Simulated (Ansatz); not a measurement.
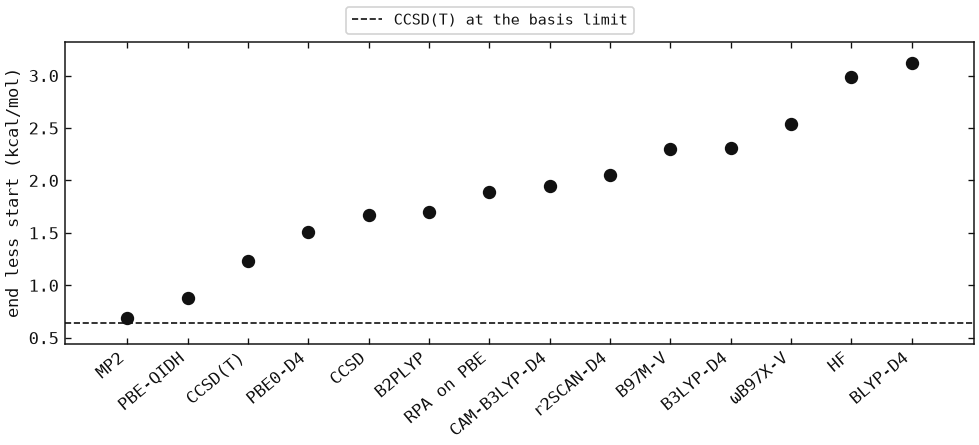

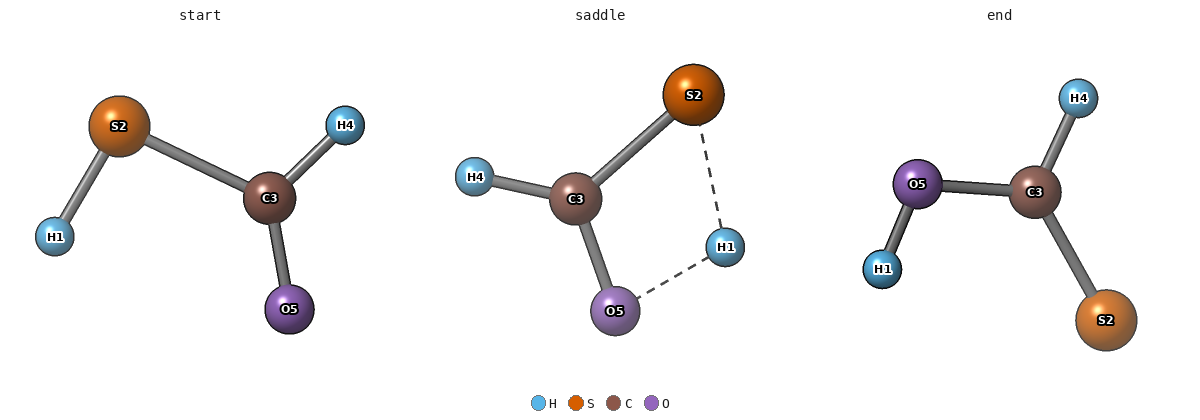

Energy change in one step of CH₂OS at several levels. In the step H1–O5 (2.61 → 1.35 → 0.97 Å) forms; H1–S2 (1.34 → 1.65 → 2.60 Å) breaks (lengths at start, saddle and end; changes of bond order aren't listed). Electronic energies at PBE0-D4/def2-TZVP geometries, energies in def2-TZVPP, the Ansatz code 0.2.0; cores frozen in correlated methods, no zero-point terms. Start and end are the structures at the ends of the path (complexes, where there are several molecules). The line is the MP2 basis limit plus CCSD(T) less MP2 in triple zeta. PBE-QIDH, B2PLYP and RPA on PBE hold a correlation term that converges slowly with the basis, so part of the distance to the limit is basis error. No dispersion term is added to PBE-QIDH and B2PLYP. The distance of MP2, CCSD(T) and CCSD to the limit includes basis error. The limit lies 0.6 kcal/mol from CCSD(T) in triple zeta, so the line itself is uncertain by a part of that.

Question: What range do the values span, the line included?

Answer: From 0.6 kcal/mol (CCSD(T) at the basis limit) to 3.1 kcal/mol (BLYP-D4).

Question: Give the values.

Answer:
```tsv
level	kcal/mol	less CCSD(T) at the basis limit
MP2	0.7	0.0
PBE-QIDH	0.9	0.2
CCSD(T)	1.2	0.6
PBE0-D4	1.5	0.9
CCSD	1.7	1.0
B2PLYP	1.7	1.1
RPA on PBE	1.9	1.3
CAM-B3LYP-D4	1.9	1.3
r2SCAN-D4	2.0	1.4
B97M-V	2.3	1.7
B3LYP-D4	2.3	1.7
ωB97X-V	2.5	1.9
HF	3.0	2.3
BLYP-D4	3.1	2.5
CCSD(T) at the basis limit	0.6	0.0
```
